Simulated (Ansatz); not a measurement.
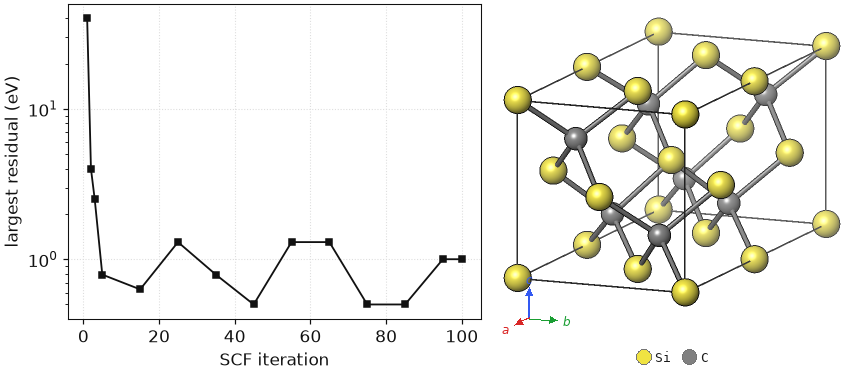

Beside the plot: the structure.

Plot: SCF iterations of a calculation: largest residual. Si₈C₇ (P1, 15 atoms in the cell); DFT, PBE, PAW (an earlier, harder data set), plane waves, scalar-relativistic (Ansatz development build ahead of 0.2.0); cutoff 820 eV, 1×1×1 k-mesh, fixed occupations. Setting under test: default search for lower states. Only some iterations were kept.

The run gave up at step 100 without converging. The residual stalls around 1 from about step 5 on. The residual starts near 40 and ends near 1 eV.
